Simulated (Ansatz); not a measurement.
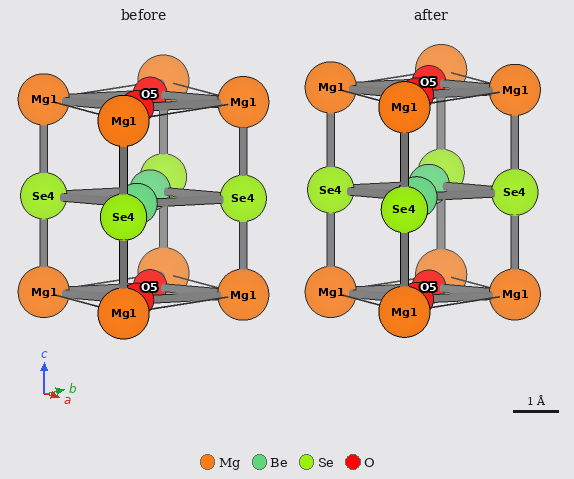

The structure of a crystal of MgBe₂SeO₂ (a generated structure, set up in P6/mmm) (coarse preliminary run) before (left) and after (right) a relaxation, at one scale.

A ball-and-stick model of the cell of the calculation, seen slightly off an axis.

Computed with DFT PBE, scalar-relativistic, plane waves, PAW (Ansatz). Settings: plane-wave cutoff 420 eV; k-point mesh 6 × 6 × 4; occupations gaussian; smearing width 0.1 eV; no spin polarisation; cell and atoms relaxed; force threshold 0.04 eV/Å; at most 70 steps.

> What changed between the two?

Over 5 accepted moves (7 points after the start) the energy falls by 0.314 eV per cell of the calculation. All forces vanish by symmetry, so only the cell relaxes. Pressure: −4.61 GPa at the start and 0.00 GPa at the end. At 2 points the geometry stayed and the basis and grid were re-selected for the new cell (energy shift of 1.2 meV per cell of the calculation at most each time). The atoms keep their places relative to the cell (all moves are under 0.005 Å). Cell: a = b 4.512 → 4.162 Å (−7.7 %), c 4.356 → 4.627 Å (+6.2 %). Volume −9.6 %. Some distances before and after: Be–Se 2.605 → 2.403 Å, Mg–O 2.605 → 2.403 Å, Mg–Se 2.178 → 2.314 Å. The space group stays P6/mmm (No. 191).
